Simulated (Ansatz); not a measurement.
# AlNH (sextet): trial inputs and their diagnosis

4 inputs are run for AlNH (sextet) as typed; the log has to tell whether the result can be used and what must change.

Method: the settings change from run to run; program: Ansatz 0.2.0, Gaussian basis.

32 further runs of the same task are left out: 8 for a known fault of the program, 7 that didn't finish, 17 set aside as unsound or not needed.

### 1 What is computed

The geometry is a PBE0/def2-TZVP stationary point (not a proven minimum) of the parent state, kept for this charge and spin.

3 atoms, charge 0, spin multiplicity 6.

Atoms are counted from 1 here; the program's logs count them from 0.

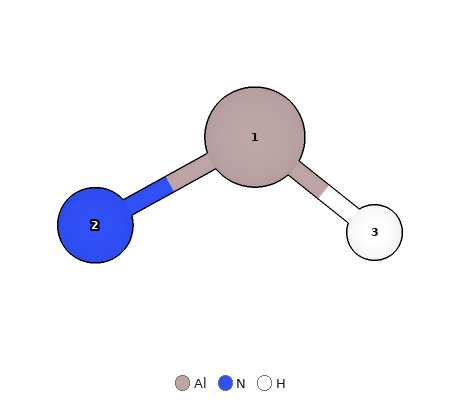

The structure; aluminium light grey, nitrogen blue, hydrogen white; atoms are numbered from 1 in the order of the file.

### 2 Input 1

in.yaml

```yaml
crystal:
  periodic: [false, false, false]
  atoms:
    - {symbol: Al, position_ang: [0.000000, -0.104664, 0.617425]}
    - {symbol: N, position_ang: [0.000000, 0.107524, -1.289743]}
    - {symbol: H, position_ang: [0.000000, 1.307572, 1.394905]}
basis:
  gaussian: {orbitals: cc-pVDZ, fitting: {mean_field: def2-universal-jkfit}, point_charges: [{charge: -0.50, position_ang: [3.098, -0.388, -0.855]}]}
magnetization: {spin_polarized: false, initial_magnetization: 5}
hamiltonian: {xc: pbe}
correlation: {method: fic_mrcisd_q, electrons: outside_noble_gas, active_space: {window: {electrons: 7, orbitals: 7}}}
```

The run is started by

```bash
> ansatz run in.yaml --threads 1 --pin off --events-out ev --progress --plain --max-ram 2393MiB
```

What it wrote:

```text
Error: invalid value for `correlation.active_space`: it starts from restricted Hartree–Fock orbitals; set hamiltonian.xc: hf without magnetization.spin_polarized
```

It took 0.03 s on 1 thread of Arm Neoverse V1, shared host.

What is wrong: The run was refused. An active space is asked on a functional's orbitals. Fix: start from Hartree-Fock.

### 3 Input 2

in.yaml

```yaml
crystal:
  periodic: [false, false, false]
  atoms:
    - {symbol: Al, position_ang: [0.000000, -0.104664, 0.617425]}
    - {symbol: N, position_ang: [0.000000, 0.107524, -1.289743]}
    - {symbol: H, position_ang: [0.000000, 1.307572, 1.394905]}
basis:
  gaussian: {orbitals: "6-31G*"}
magnetization: {spin_polarized: false, initial_magnetization: 5}
correlation: {active_space: {window: {electrons: 7, orbitals: 7}, states: [{multiplicity: 6, weights: []}]}}
```

Same command.

What it wrote:

```text
Error: set 0 has no weights, but each of its states needs one positive weight
```

Wall time 0.03 s (1 thread of Arm Neoverse V1, shared host).

What is wrong: The run was refused. The list of states asked for (weights, spin or count) can't be met. To mend it, mend what the message names.

### 4 Input 3

in.yaml

```yaml
crystal:
  periodic: [false, false, false]
  atoms:
    - {symbol: Al, position_ang: [0.000000, -0.104664, 0.617425]}
    - {symbol: N, position_ang: [0.000000, 0.107524, -1.289743]}
    - {symbol: H, position_ang: [0.000000, 1.307572, 1.394905]}
basis:
  gaussian: {orbitals: 6-31G}
magnetization: {spin_polarized: false, initial_magnetization: 5}
correlation: {active_space: {window: {electrons: 2, orbitals: 1}}}
```

Same command.

What it wrote:

```text
Functional definition: HF
  name "HF"
  cite "Fock, Z. Phys. 61, 126 (1930) doi:10.1007/BF01340294"
  parent pbe
  exchange = exact_x
  correlation = 0
302 factors; integrals over basis functions are off by at most 1.5e-4 eV
mean field evaluation 1: about -8071.6358 eV, gradient 1.3e1 eV
mean field evaluation 2: about -8071.6999 eV, gradient 1.3e1 eV
mean field evaluation 4: about -8073.4262 eV, gradient 3.4e0 eV
mean field evaluation 8: about -8073.6749 eV, gradient 7.4e-1 eV
mean field evaluation 16: about -8073.6804 eV, gradient 1.3e-6 eV
mean field -8073.68037056 eV, -296.7022810809 hartree, gradient 1.4e-6 eV, S^2 8.750000; 0 other end points of the search recorded, 0 dependent functions left out
reference -8073.68037056 eV, -296.7022810809 hartree; 13, 8 occupied and 11, 16 virtual orbitals, 302 factors
Error: 2 electrons in 1 orbitals form no window around the highest filled level of the reference
```

Wall time 0.15 s (1 thread of Arm Neoverse V1, shared host).

What is wrong: The run stopped with an error. The active window can't be built from these electrons and orbitals. Fix: choose counts that fit the spin, the electrons and the basis.

### 5 Input 4

in.yaml

```yaml
crystal:
  periodic: [false, false, false]
  atoms:
    - {symbol: Al, position_ang: [0.000000, -0.104664, 0.617425]}
    - {symbol: N, position_ang: [0.000000, 0.107524, -1.289743]}
    - {symbol: H, position_ang: [0.000000, 1.307572, 1.394905]}
basis:
  gaussian: {orbitals: cc-pVDZ}
magnetization: {spin_polarized: false, initial_magnetization: 5}
correlation: {method: fic_mrcisd_q, electrons: outside_noble_gas, active_space: {window: {electrons: 7, orbitals: 7}, states: [{multiplicity: 6, irrep: E1u, weights: [1]}]}}
```

The command is unchanged.

What it wrote:

```text
Functional definition: HF
  name "HF"
  cite "Fock, Z. Phys. 61, 126 (1930) doi:10.1007/BF01340294"
  parent pbe
  exchange = exact_x
  correlation = 0
the irreps are read with x along [0.000, 1.000, 0.000], y along [0.000, 0.000, 1.000] and z along [1.000, 0.000, 0.000] of the geometry given
673 factors; integrals over basis functions are off by at most 2.0e-7 eV
mean field evaluation 1: about -8072.6855 eV, gradient 1.3e1 eV
mean field evaluation 2: about -8072.6896 eV, gradient 1.3e1 eV
mean field evaluation 4: about -8074.3920 eV, gradient 3.7e0 eV
mean field evaluation 8: about -8074.7096 eV, gradient 3.7e-1 eV
mean field evaluation 16: about -8069.5318 eV, gradient 5.9e0 eV
mean field evaluation 32: about -8069.5318 eV, gradient 5.9e0 eV
mean field -8074.71174665 eV, -296.7401834531 hartree, gradient 2.1e-6 eV, S^2 8.750000; 3 other end points of the search recorded, 0 dependent functions left out
reference -8074.71174665 eV, -296.7401834531 hartree; 13, 8 occupied and 24, 29 virtual orbitals, 673 factors
Error: the irrep E1u is not accepted for these orbitals, which take A', A'', or 1 to 2
```

It took 0.48 s on 1 thread of Arm Neoverse V1, shared host.

Diagnosis: The run stopped with an error. The symmetry label isn't in the molecule's group. Fix: name an irrep that the log lists.

### 6 Summary

| input | level | ended | cause | time |
| --- | --- | --- | --- | --- |
| 1 | MRCISD+Q(7,7)/cc-pVDZ | refused | an active space is asked on a functional's orbitals | 0.03 s |
| 2 | CASSCF(7,7)/6-31G* | refused | the list of states asked for (weights, spin or count) can't be met | 0.03 s |
| 3 | CASSCF(2,1)/6-31G | stopped by an error | the active window can't be built from these electrons and orbitals | 0.15 s |
| 4 | MRCISD+Q(7,7)/cc-pVDZ | stopped by an error | the symmetry label isn't in the molecule's group | 0.48 s |

2 refused, 2 stopped by an error.
